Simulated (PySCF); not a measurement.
**C7H24OSi5: density, localisation and related maps**

Input file:

```
{"job": {"xc": "PBE0", "basis": "6-31G*", "kind": "nmr", "pop": true}, "charge": 0, "multiplicity": 1}
C      3.009595    -1.005930     2.080962
O      1.648500    -0.990626     1.810585
Si     0.872609    -1.813150     0.614795
Si     1.736604    -1.022266    -1.422729
C      0.844836    -1.912759    -2.852103
Si     1.064371     1.240660    -1.441740
C      2.269507     2.189840    -0.304694
Si    -1.067236     1.258105    -0.390149
C     -2.440279     1.290248    -1.727391
C     -1.333245     2.833622     0.672890
Si    -1.204148    -0.760762     0.896911
C     -1.710303    -0.452168     2.720549
C     -2.550560    -1.895010     0.144263
H      3.212011    -0.290839     2.879822
H      3.585536    -0.725764     1.193917
H      3.332147    -1.999083     2.404167
H      1.078424    -3.259458     0.878774
H      3.179760    -1.250185    -1.688846
H      1.060131    -2.975957    -2.870287
H      1.134059    -1.505164    -3.814588
H     -0.231415    -1.799464    -2.759873
H      1.159860     1.941786    -2.743679
H      1.995393     3.235004    -0.202490
H      2.265067     1.753353     0.689656
H      3.290605     2.154994    -0.672054
H     -2.386349     2.180984    -2.345812
H     -3.432389     1.257642    -1.287458
H     -2.349197     0.431498    -2.384914
H     -0.588498     2.887787     1.460919
H     -1.247255     3.739300     0.078534
H     -2.311252     2.845212     1.146579
H     -0.929985     0.104645     3.229819
H     -2.632555     0.117432     2.803038
H     -1.850271    -1.384984     3.260962
H     -2.642879    -2.837631     0.675335
H     -2.318522    -2.127244    -0.890572
H     -3.524591    -1.417246     0.157829
```

Launched as:

```sh
OMP_NUM_THREADS=1 python ens_run.py task.json out
```

Geometry: GFN2-xTB.

Level of theory: PBE0/6-31G*, SCF density, gas phase, non-relativistic (PySCF 2.14.0).

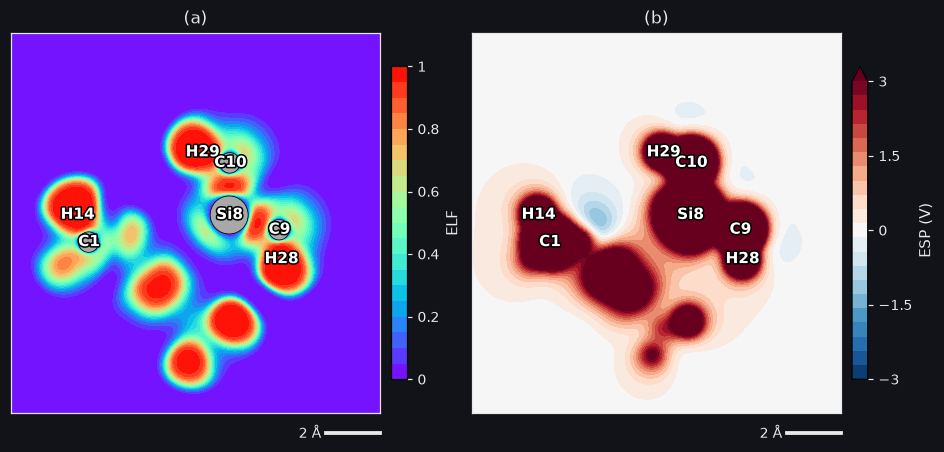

Figure 1. (a) ELF; (b) electrostatic potential on the plane of atoms C9, Si8 and C10. Grey discs cover the atomic cores in the ELF map.

Q: What do the fields say about this system?

A:
- The section cuts through C, Si and H sites.
- C–Si (1.92 Å): the ELF peaks at about 0.95 between the atoms; localised, covalent bonding.
- C–H (1.09 Å): the ELF climbs to about 1 towards the hydrogen, as it does in any bond to H (a covalent bond by its length).
- Outside the dense part of the molecule the potential is most negative (−1.3 V) near O2, which lies off the plane.

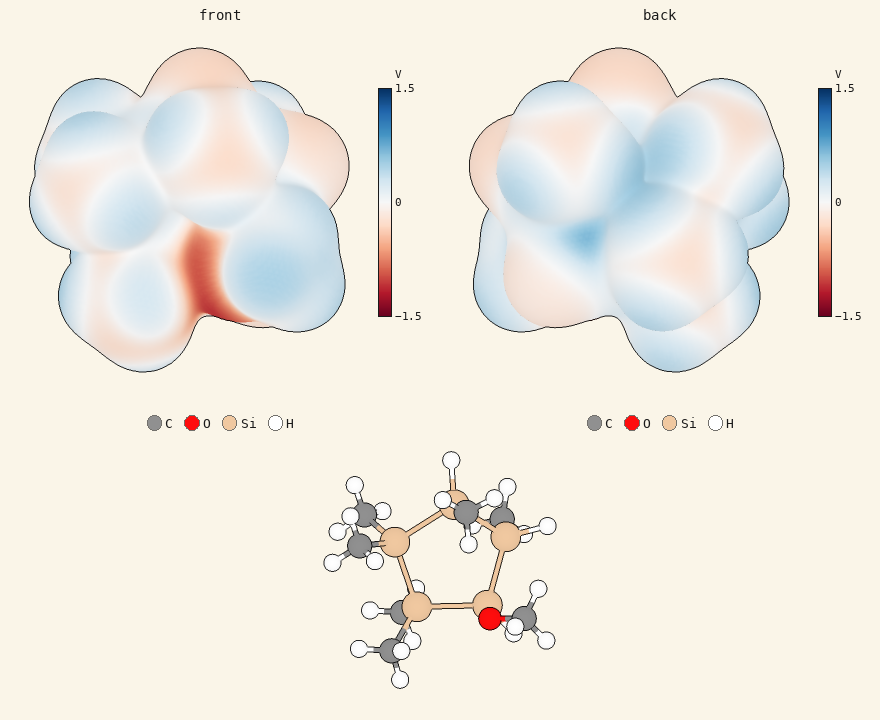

Figure 2. The electrostatic potential painted on the density surface at 0.001 e/bohr³, seen from the front and from behind; red is negative and blue positive. The bare structure is drawn below in the same view.

Q: Where is the surface potential most negative and most positive?

A: The most negative region (about −1.0 V, or −23 kcal/mol for a unit charge) lies over O2, the most positive (about +0.6 V, or +14 kcal/mol for a unit charge) over Si3, H21 and H36.

Q: How polar is the molecule by this calculation?

A: Its dipole moment is 0.60 D.
